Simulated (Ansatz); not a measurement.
# Calculations on BSiH5Cl2

### Relaxation

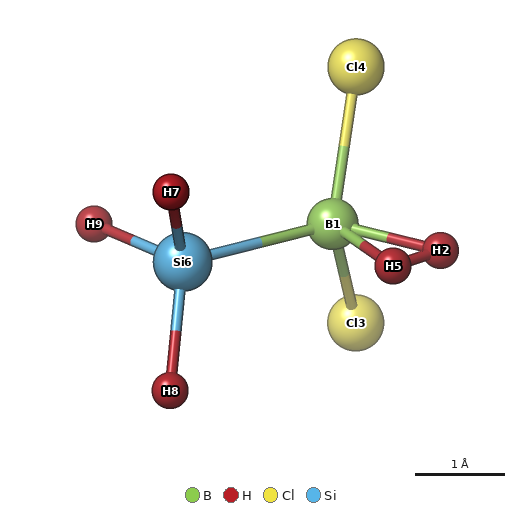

This is the input geometry for a relaxation of BSiH$_{5}$Cl$_{2}$ (started from a transition state, displaced along its imaginary mode). Style: ball-and-stick. Shown at a tilt.

Level of theory: RKS PBE0-D4/def2-TZVP in Ansatz 0.2.0.

Input
```yaml
crystal:
  periodic: [false, false, false]
  atoms:
    - {symbol: B, position_ang: [-0.612002, 0.275015, -0.550292]}
    - {symbol: H, position_ang: [-0.023206, 0.025794, -1.845695]}
    - {symbol: Cl, position_ang: [-2.051368, -0.790610, -0.724275]}
    - {symbol: Cl, position_ang: [-0.790822, 2.060369, -0.700163]}
    - {symbol: H, position_ang: [0.454706, -0.187467, -1.367285]}
    - {symbol: Si, position_ang: [0.581211, -0.266412, 0.998909]}
    - {symbol: H, position_ang: [1.870019, 0.482691, 1.041148]}
    - {symbol: H, position_ang: [0.872700, -1.728239, 1.032773]}
    - {symbol: H, position_ang: [-0.301238, 0.128859, 2.114879]}
basis:
  gaussian: {orbitals: def2-TZVP}
hamiltonian: {xc: pbe0, dispersion: d4}
relax: {f_tol: 0.005, max_steps: 200}
```

Launched with:
```bash
ansatz run in.yaml --threads 4 --pin off --events-out ev --progress --plain --max-ram 9574MiB
```

What does the optimiser find from here?

The largest move after the best rigid fit is that of H2, 1.19 Å. Largest moves by element: H 1.19 Å, B 0.75 Å, Cl 0.46 Å, Si 0.25 Å. Near-neighbour distances that change, for instance: B1–H5 1.421 → 3.217 Å, B1–H2 1.445 → 3.198 Å, B1–Cl3 1.799 → 1.744 Å, H2–H5 0.709 → 0.747 Å. Bonds break, among them: B1–H2 (1.44 → 3.20 Å), B1–H5 (1.42 → 3.22 Å). Bond angles that change, for instance: B1–Si6–H9 98.9° → 107.7°, Cl3–B1–Si6 112.7° → 121.0°, B1–Si6–H7 113.3° → 110.7°. After 37 accepted moves (44 points after the start) the energy has fallen by 74.9 kJ/mol. The largest force component goes from 2.8 to 0.0047 eV/Å. The line search rejected the trial steps at points 19, 21, 23, 28, 39, 40, 43 of the run. The forces were under the threshold at step 27, but the run went on from there.

The structure at the end:

```xyz
9

B    -1.0907    0.4898   -0.0080
H     0.7765   -0.7203   -2.3046
Cl   -2.3700   -0.5653   -0.5486
Cl   -1.1592    2.1737   -0.4576
H     1.1441   -0.0721   -2.2524
Si    0.4044   -0.2031    1.1582
H     1.6600    0.5506    0.9063
H     0.6314   -1.6532    0.9281
H     0.0035   -0.0001    2.5786
```

After the run, drawn alike:

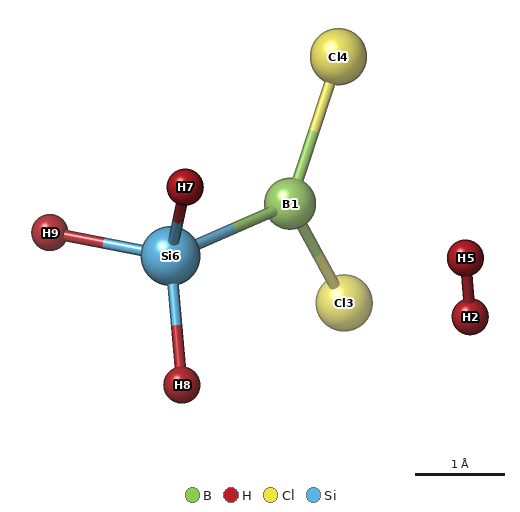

### Relaxation

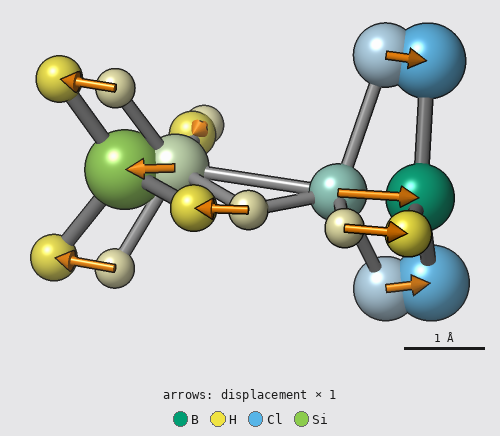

A relaxation of BSiH$_{5}$Cl$_{2}$ (started from a transition state, displaced along its imaginary mode). The starting structure is drawn faded, the final one solid; orange arrows show the displacements, at their true length. The two geometries are superimposed by the best rigid fit.

A ball-and-stick model, seen at a tilt.

These are results of RKS PBE0-D4/def2-TZVP in Ansatz 0.2.0, not measurements.

Input file:
```yaml
crystal:
  periodic: [false, false, false]
  atoms:
    - {symbol: B, position_ang: [-0.601948, 0.275430, -0.875647]}
    - {symbol: H, position_ang: [-0.121140, 0.063391, -1.913774]}
    - {symbol: Cl, position_ang: [-2.046165, -0.816599, -0.597291]}
    - {symbol: Cl, position_ang: [-0.746199, 2.076008, -0.582906]}
    - {symbol: H, position_ang: [0.538498, -0.240495, -0.775536]}
    - {symbol: Si, position_ang: [0.605301, -0.275215, 0.880870]}
    - {symbol: H, position_ang: [1.858399, 0.506199, 0.976009]}
    - {symbol: H, position_ang: [0.873538, -1.728295, 0.955538]}
    - {symbol: H, position_ang: [-0.360285, 0.139576, 1.932738]}
basis:
  gaussian: {orbitals: def2-TZVP}
hamiltonian: {xc: pbe0, dispersion: d4}
relax: {f_tol: 0.005, max_steps: 200}
```

Run as
```bash
ansatz run in.yaml --threads 4 --pin off --events-out ev --progress --plain --max-ram 9574MiB
```

What did the optimiser do to the structure, and how much energy did it gain?

Answer. The energy falls by 0.814 eV in 19 accepted moves (20 points after the start). Largest force component: 1.6 eV/Å at the start, 0.00077 eV/Å at the end. The line search rejected the trial step at point 9 of the run. The forces were under the threshold at step 17, but the run went on from there. The largest move after the best rigid fit is that of B1, 1.05 Å. By element the largest moves are B 1.05 Å, H 0.82 Å, Si 0.64 Å, Cl 0.58 Å. Some distances before and after: B1–Si6 2.201 → 3.832 Å, B1–H5 1.256 → 2.853 Å, Cl3–Si6 3.084 → 4.131 Å, Cl4–Si6 3.082 → 4.099 Å. Bonds break, among them: B1–H5 (1.26 → 2.85 Å), B1–Si6 (2.20 → 3.83 Å). Among the angles between lasting bonds that change: H5–Si6–H9 132.4° → 109.2°, H5–Si6–H8 94.5° → 109.1°, H5–Si6–H7 95.0° → 109.1°.

### Reaction

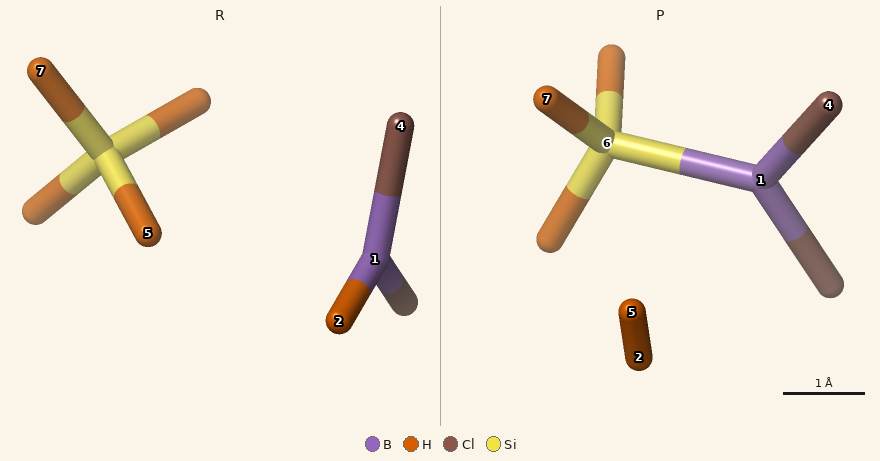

Reactant (R) and product (P) of one elementary step of BSiH5Cl2. A stick model, seen from a free direction.

Stationary points at PBE0-D4/def2-TZVP, single-point energies with CCSD(T)/CBS (def2-TZVPP where no basis is named; Ansatz 0.2.0). The energies are electronic, without zero-point or thermal terms, and both ends are the relaxed geometries reached downhill from the saddle, with any fragments still in contact. CCSD(T)/CBS stands for a frozen-core estimate: MP2 correlation extrapolated from def2-TZVPP and def2-QZVPP, CCSD(T) minus MP2 from the smaller set.

R:
```xyz
9

B    -1.3259    0.6094   -1.5552
H    -0.6599    0.3150   -2.4918
Cl   -2.4502   -0.5404   -0.9037
Cl   -1.1847    2.1950   -0.8641
H     0.9996   -0.4802   -0.3129
Si    1.1237   -0.5155    1.1684
H     2.2794    0.3204    1.5791
H     1.3397   -1.9178    1.6041
H    -0.1218    0.0141    1.7760
```

P:
```xyz
9

B    -1.0897    0.4919   -0.0166
H     0.7951   -0.7180   -2.2990
Cl   -2.3662   -0.5598   -0.5701
Cl   -1.1511    2.1767   -0.4640
H     1.1635   -0.0706   -2.2425
Si    0.3939   -0.2058    1.1613
H     1.6531    0.5459    0.9216
H     0.6202   -1.6560    0.9307
H    -0.0189   -0.0044    2.5785
```

Question: What is the transition state like, and how high is the barrier?

Answer: Counted by bonded pieces, R holds BHCl₂ + SiH₄ and P holds H₂ + SiBH₃Cl₂. From R over the saddle to P, bonds form: B1–Si6 (3.83 → 2.11 → 2.02 Å), H2–H5 (2.85 → 1.02 → 0.75 Å). Bonds break: B1–H2 (1.19 → 1.30 → 3.20 Å), H5–Si6 (1.49 → 2.01 → 3.49 Å). The saddle has one imaginary mode, 830i cm⁻¹. The end R keeps a soft imaginary mode of 30i cm⁻¹, so it isn't quite a minimum. With CCSD(T)/CBS the barrier is 135.4 kJ/mol from R and 96.4 kJ/mol from P, and P lies 39.0 kJ/mol above R.

Saddle geometry:

```xyz
9

B    -0.6070    0.2752   -0.7130
H    -0.0722    0.0446   -1.8797
Cl   -2.0488   -0.8036   -0.6608
Cl   -0.7685    2.0682   -0.6415
H     0.4966   -0.2140   -1.0714
Si    0.5933   -0.2708    0.9399
H     1.8642    0.4944    1.0086
H     0.8731   -1.7283    0.9942
H    -0.3308    0.1342    2.0238
```

The saddle point in the same view, with dashed sticks for the bonds that form or break:

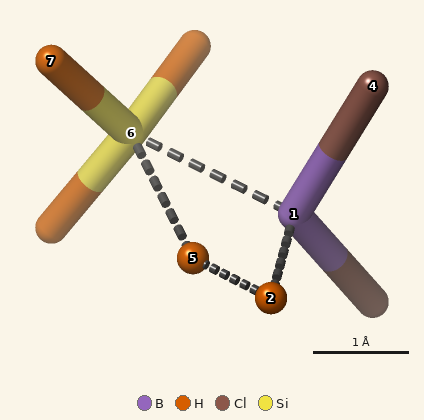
